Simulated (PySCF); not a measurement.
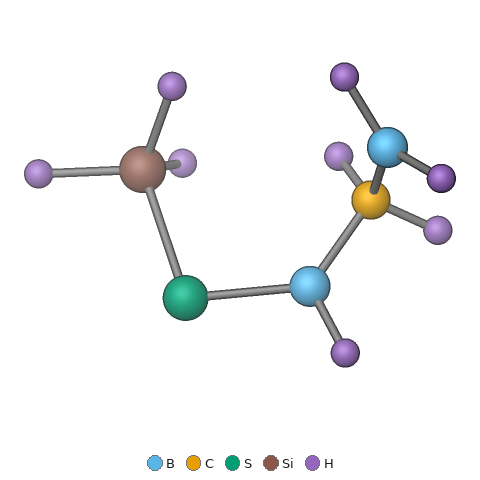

The molecule: CH₈B₂SSi, SMILES BCBS[SiH3].

Vertical TDDFT excitations, CAM-B3LYP/def2-SVPD with PySCF, at a PBE0-D3(BJ)/def2-SVP geometry (no frequency check), gas phase.

Q: What does its absorption spectrum look like?

A: The lowest singlet lies at 5.33 eV (233 nm, f = 0.080); the brightest of the first 10 is S1 at 5.33 eV (233 nm), f = 0.080, mixed, the largest part being HOMO → LUMO (48 %). No singlet lies below 3.1 eV (beyond 400 nm), so at this level no vertical transition falls in the visible.


| state | E (eV) | λ (nm) | f | main character |
| --- | --- | --- | --- | --- |
| S1 | 5.33 | 233 | 0.080 | HOMO → LUMO (48 %) |
| S2 | 5.54 | 224 | 0.033 | HOMO−1 → LUMO (51 %) |
| S3 | 5.63 | 220 | 0.009 | HOMO−2 → LUMO (67 %) |
| S4 | 6.20 | 200 | 0.004 | HOMO−3 → LUMO (56 %) |
| S5 | 6.42 | 193 | 0.019 | HOMO−4 → LUMO (51 %) |
| S6 | 6.72 | 184 | 0.024 | HOMO → LUMO+1 (64 %) |
| S7 | 7.16 | 173 | 0.008 | HOMO → LUMO+2 (62 %) |
| S8 | 7.36 | 168 | 0.046 | HOMO−1 → LUMO+1 (64 %) |
| S9 | 7.50 | 165 | 0.018 | HOMO → LUMO+3 (60 %) |
| S10 | 7.71 | 161 | 0.017 | HOMO−7 → LUMO (52 %) |

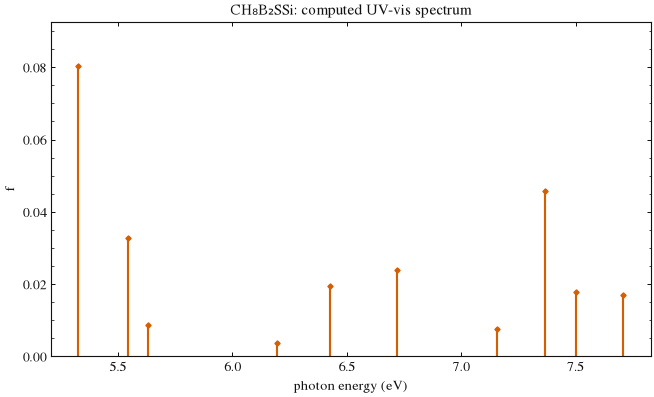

The lowest 10 singlet states are shown.

Caveats: one conformer of a flexible molecule; core orbitals are frozen in the response.
